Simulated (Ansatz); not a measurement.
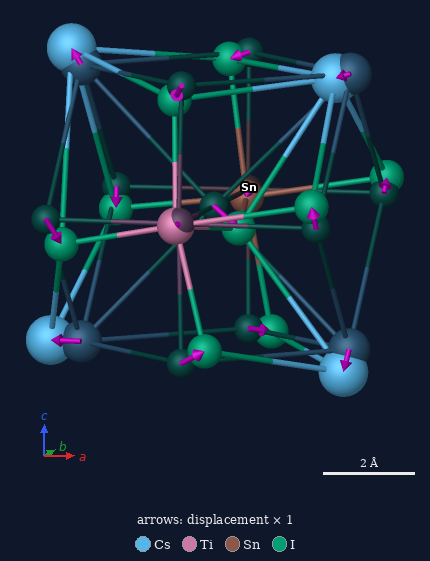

A relaxation of a defect cell of composition Cs8TiSn7I24. The starting structure is drawn faded, the final one solid; purple arrows show the displacements, at their true length.

Style: ball-and-stick. Shown: the atoms within 5.0 Å of the atom that moves most (axes of the cell of the calculation), slightly off an axis.

The atoms of the start lie slightly off their symmetric places, so part of the fall in energy undoes that.

All numbers below come from Ansatz 0.2.0, DFT, PBEsol, PAW, plane waves.

The input:
```yaml
crystal:
  lattice:
    - [12.314462, 0.000000, 0.000000]
    - [0.000000, 12.314462, 0.000000]
    - [0.000000, 0.000000, 12.314462]
  atoms:
    - { symbol: Cs, position: [0.999323, 0.998866, 0.001593] }
    - { symbol: Cs, position: [0.002122, 0.999872, 0.501765] }
    - { symbol: Cs, position: [0.000715, 0.499861, 0.998909] }
    - { symbol: Cs, position: [0.000889, 0.500922, 0.501072] }
    - { symbol: Cs, position: [0.501017, 0.002242, 0.999875] }
    - { symbol: Cs, position: [0.499632, 0.000911, 0.499741] }
    - { symbol: Cs, position: [0.498849, 0.501852, 0.999589] }
    - { symbol: Cs, position: [0.501913, 0.501005, 0.499382] }
    - { symbol: Ti, position: [0.247547, 0.248902, 0.250001] }
    - { symbol: Sn, position: [0.248374, 0.251928, 0.745159] }
    - { symbol: Sn, position: [0.247395, 0.747318, 0.252450] }
    - { symbol: Sn, position: [0.249176, 0.751695, 0.747954] }
    - { symbol: Sn, position: [0.748536, 0.250576, 0.246684] }
    - { symbol: Sn, position: [0.751133, 0.250949, 0.750021] }
    - { symbol: Sn, position: [0.747521, 0.747837, 0.252040] }
    - { symbol: Sn, position: [0.751482, 0.747464, 0.748985] }
    - { symbol: I, position: [0.252100, 0.250174, 0.996847] }
    - { symbol: I, position: [0.252880, 0.249665, 0.499945] }
    - { symbol: I, position: [0.248490, 0.746340, 0.000202] }
    - { symbol: I, position: [0.248162, 0.752317, 0.500402] }
    - { symbol: I, position: [0.751415, 0.252075, 0.999875] }
    - { symbol: I, position: [0.749124, 0.247050, 0.500723] }
    - { symbol: I, position: [0.749349, 0.752762, 0.999570] }
    - { symbol: I, position: [0.749512, 0.747332, 0.500568] }
    - { symbol: I, position: [0.000417, 0.250406, 0.249872] }
    - { symbol: I, position: [0.000168, 0.248880, 0.750456] }
    - { symbol: I, position: [0.002156, 0.750243, 0.249587] }
    - { symbol: I, position: [0.000180, 0.749273, 0.749390] }
    - { symbol: I, position: [0.502067, 0.252420, 0.248432] }
    - { symbol: I, position: [0.499190, 0.248484, 0.750677] }
    - { symbol: I, position: [0.499490, 0.749695, 0.253520] }
    - { symbol: I, position: [0.500817, 0.751070, 0.751026] }
    - { symbol: I, position: [0.249970, 0.000352, 0.249380] }
    - { symbol: I, position: [0.248392, 0.000469, 0.750316] }
    - { symbol: I, position: [0.247384, 0.503251, 0.251010] }
    - { symbol: I, position: [0.248652, 0.501278, 0.751549] }
    - { symbol: I, position: [0.750061, 0.999801, 0.251530] }
    - { symbol: I, position: [0.749702, 0.998544, 0.749182] }
    - { symbol: I, position: [0.749465, 0.498744, 0.251538] }
    - { symbol: I, position: [0.751093, 0.499874, 0.750380] }
  symmetry: { detect: false }
kpoints:
  mp_grid: { grid: [1, 1, 1], shift: [0.25, 0.25, 0.25] }
hamiltonian:
  xc: pbesol
scf:
  occupations: { method: fermi_dirac, width: 0.01 }
relax:
  f_tol: 0.03
  max_steps: 80
  escape_saddle: false
  adjacent_minimum: "off"
output:
  forces: true
  eigenvalues: true
  populations: true
```

Launched with:
```bash
ansatz run in.yaml --threads 8 --pin off --max-ram 118750MiB --runs-dir r --events-out ev --progress --plain --backend cuda --devices 0, --max-vram 170GiB
```

Q: Describe the change and its energy.

A: I35 moves most: 0.84 Å roughly along [2 −1 −1]. Largest moves by element: I 0.84 Å, Cs 0.71 Å, Sn 0.28 Å, Ti 0.11 Å. The lattice vectors keep their values. Among the contacts that change: Cs3–I17 4.363 → 5.563 Å, Cs4–I35 4.324 → 5.500 Å, Cs3–I19 4.304 → 5.359 Å, Cs7–I29 4.339 → 5.206 Å. Bond angles that change, for instance: Ti9–I35–Sn11 179.9° → 151.1°, Cs7–I35–Cs8 89.3° → 110.7°, Cs7–I35–Ti9 89.6° → 107.1°. The energy falls by 0.840 eV per cell of the calculation in 26 geometry steps. Largest force component: 0.92 eV/Å at the start, 0.028 eV/Å at the end. The forces were under the threshold at step 9, but the run went on from there.
